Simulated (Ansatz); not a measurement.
# H5NSSi2: the cost of one run

Method: RKS PBE0-D4/def2-SVP, in Ansatz 0.2.0.

1 further run of the same task is left out (it didn't finish).

## 1. The structure to begin with

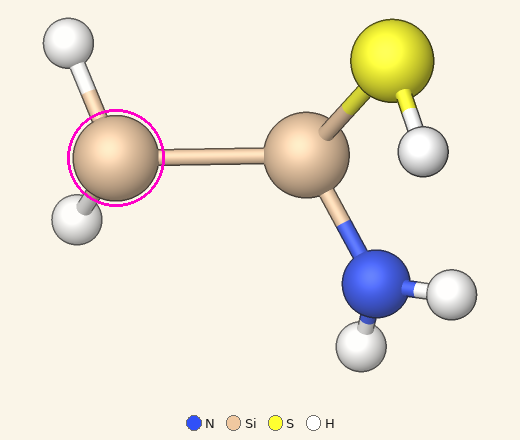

Start, viewed from a chosen angle; nitrogen blue, silicon light orange, sulfur yellow, hydrogen white. Ringed: Si3.

Structure file:

```xyz
9

N    -0.0796    1.4291   -0.5464
Si   -0.4619   -0.2182   -0.2447
Si    1.2377   -1.6176    0.1001
S    -1.9021    0.0172    1.3822
H     0.5195    1.6871   -1.3107
H    -0.6455    2.2038   -0.2402
H     2.0233   -1.6832   -1.1515
H     0.7627   -3.0099    0.2103
H    -1.4541    1.1917    1.8008
```

## 2. End point A

Contents of input.yaml:

```yaml
crystal:
  periodic: [false, false, false]
  atoms:
    - { symbol: "N", position_ang: [-0.0796, 1.42907, -0.54635] }
    - { symbol: Si, position_ang: [-0.46192, -0.21819, -0.24466] }
    - { symbol: Si, position_ang: [1.23767, -1.61764, 0.10011] }
    - { symbol: S, position_ang: [-1.9021, 0.01721, 1.38223] }
    - { symbol: H, position_ang: [0.51953, 1.68708, -1.31067] }
    - { symbol: H, position_ang: [-0.64549, 2.20378, -0.24023] }
    - { symbol: H, position_ang: [2.02332, -1.68316, -1.15153] }
    - { symbol: H, position_ang: [0.76269, -3.00985, 0.21029] }
    - { symbol: H, position_ang: [-1.45409, 1.19171, 1.8008] }
basis:
  gaussian: { orbitals: def2-SVP }
hamiltonian:
  xc: pbe0
  dispersion: d4
relax:
  f_tol: 0.015
  max_steps: 40
output:
  orbitals: {}
```

The run is started by

```
$ ansatz run input.yaml --threads 1 --pin off --max-ram 2048MiB --backend cpu --events-out ev --progress --plain --runs-dir out
```

Q: Estimate wall time and peak memory on 1 thread of Intel Xeon 6975P-C (Granite Rapids), shared host.

About 34 s, with a peak of 0.2 GiB.
